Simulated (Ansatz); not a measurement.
```xyz
11

B     0.0927    0.9178    0.5149
F     0.2843   -2.1299    1.0799
F    -1.1534   -1.5075   -0.9410
F     1.4140   -1.1523   -0.9933
N     1.6655    1.3328    0.4997
Si    0.0824   -0.9812   -0.0460
H     2.1251    0.9581   -0.3357
H     2.1681    0.9653    1.3095
H     1.7789    2.3474    0.5031
H    -0.4371    1.5776   -0.3646
H    -0.3496    1.1606    1.6219
```

Geometry: PBE0-D4/def2-SVP.

Theory: isolated molecule in a Gaussian basis; Kohn-Sham density functional theory, functional PBE0 in Ansatz.

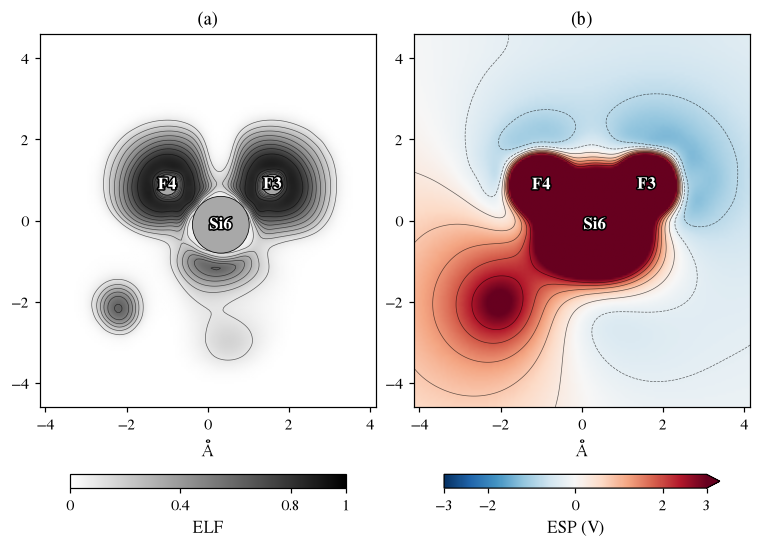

BF₃H₅NSi (SMILES [NH3+][BH2-][Si](F)(F)F). (a) ELF; (b) electrostatic potential on the plane of atoms F3, Si6 and F4. Grey discs cover the atomic cores in the ELF map.

Question: What does the map show?

Answer: The section cuts through F and Si sites. Si–F (1.61 Å): the ELF peaks at about 0.85 in the valence shell of F, 0.6 Å from its nucleus, and is about 0.45 at the midpoint. The ELF also peaks beside F4 and F3, away from the bonds: lone-pair regions. Outside the dense part of the molecule the potential is most negative (−1.3 V) near F3.
